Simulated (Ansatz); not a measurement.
## Electronic structure of CH₃BFNO in real space

```csv
atom,x (Å),y (Å),z (Å)
O,0.0339,1.3907,0.7540
C,0.3786,0.2452,0.0952
F,1.5093,0.4895,-0.6581
B,-0.0570,-1.1802,0.4785
N,-0.6022,-0.5234,-0.5827
H,0.1215,2.1341,0.1449
H,-0.0766,-2.1921,1.0888
H,-1.2153,-0.4208,-1.3764
```

Geometry: PBE0-D4/def2-TZVP.

The calculation used RKS PBE0-D4/def2-TZVPP in Ansatz.

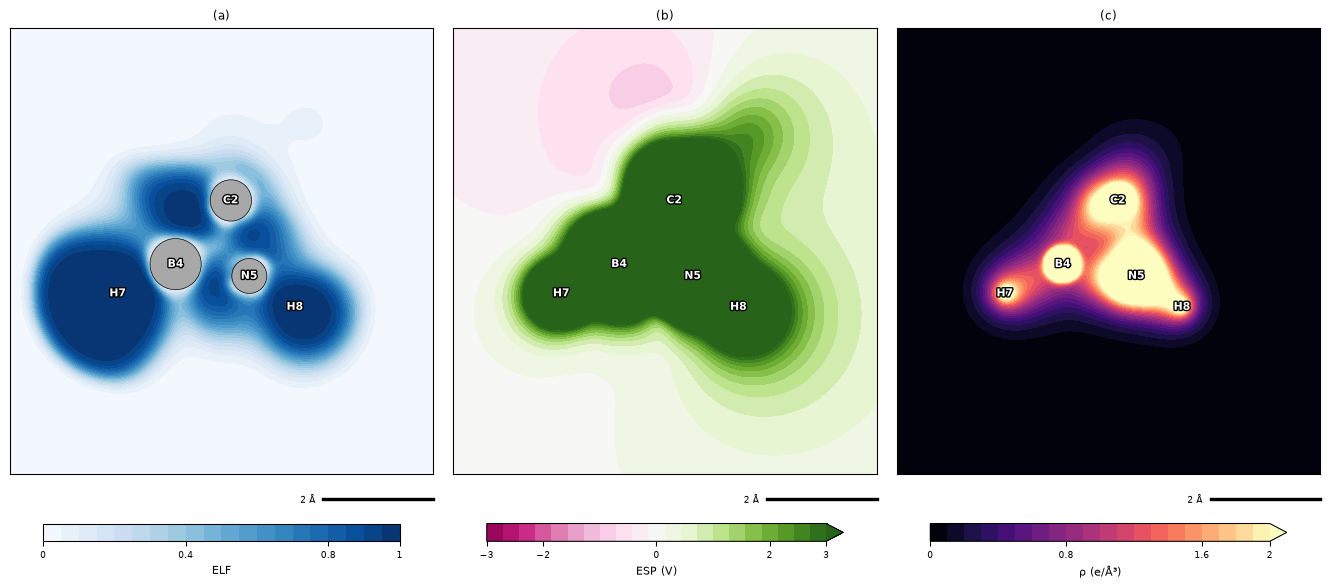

Figure 1. (a) electron localisation function; (b) molecular electrostatic potential; (c) electron density on the plane of atoms C2, B4 and H7. Grey discs cover the atomic cores in the ELF map.

### What does the map show?

The plane passes through C, B, N and H nuclei.
B–N (1.36 Å): ρ is about 2 e/Å³ halfway; the ELF peaks at about 0.85 between the atoms: a polar covalent bond.
C–N (1.42 Å): ρ at the midpoint is about 2 e/Å³; the ELF peaks at about 0.85 between the atoms (a shared electron pair).
C–B (1.54 Å): the density is about 1.4 e/Å³ at the midpoint; the ELF peaks at about 0.85 between the atoms: a covalent bond.
N–H (1.01 Å): ρ is about 2.9 e/Å³ halfway; the ELF climbs to about 1 towards the hydrogen, as it does in any bond to H (a covalent bond by its length).
Outside the dense part of the molecule the potential is most negative (−0.9 V) near O1, which lies off the plane.

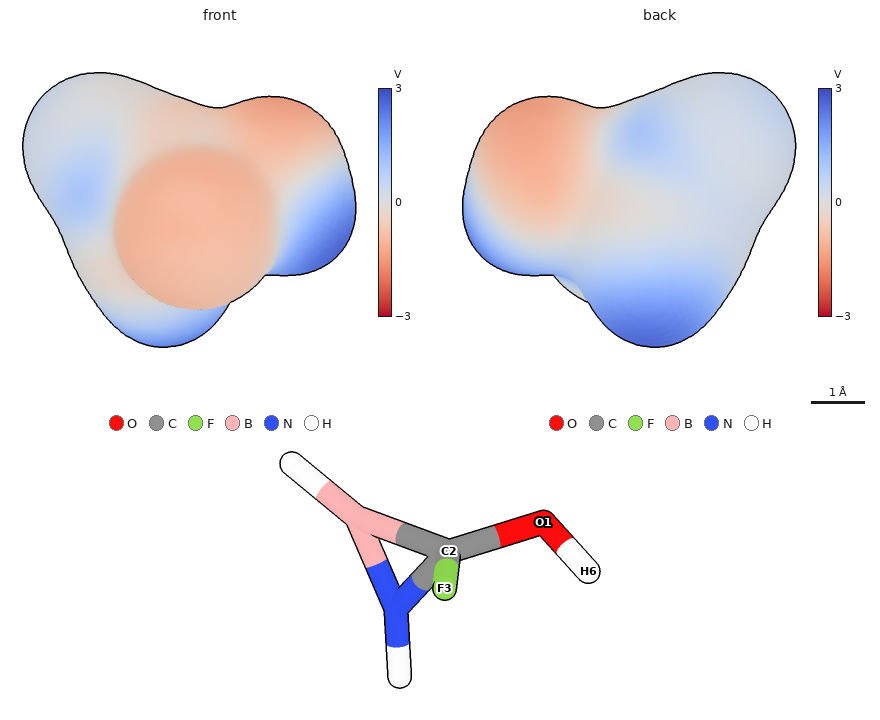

Figure 2. The molecular electrostatic potential painted on the density surface at 0.002 e/bohr³, seen from the front and from behind; the colour scale runs from red (negative) to blue (positive). The bare structure is drawn below in the same view.

### Where is the surface potential most negative and most positive?

The most negative region (about −1.4 V) lies over O1, the most positive (about +2.5 V) over H6 and H8. O1 is the likeliest acceptor of a hydrogen bond.

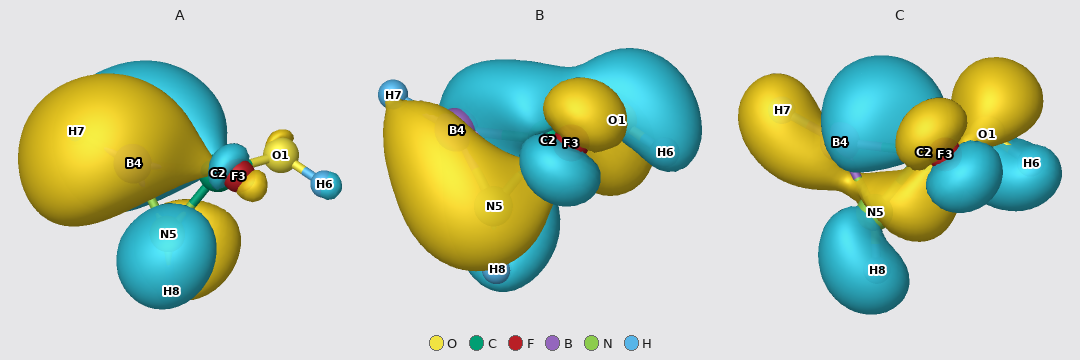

Figure 3. Three frontier orbitals at ±0.08 Å⁻³ᐟ² (yellow and cyan are the two phases), in no order.

### Order the three orbitals by energy and name them.

B is the HOMO−1 (−9.01 eV). It lies mainly on N5 (about 35 %), O1 (about 25 %), B4 (about 15 %), F3 (about 10 %) and C2 (about 10 %); largely a combination of lone pairs on N5, O1 and F3. C is the HOMO (−7.83 eV). By Hirshfeld shares it lies mainly on C2 (about 25 %), O1 (about 20 %), B4 (about 20 %), N5 (about 15 %) and F3 (about 10 %). A is the LUMO (−0.26 eV). By Hirshfeld shares it lies mainly on B4 (about 60 %), N5 (about 20 %), H7 (about 10 %) and C2 (about 5 %).

### What is the HOMO–LUMO gap?

7.57 eV between the orbital energies.
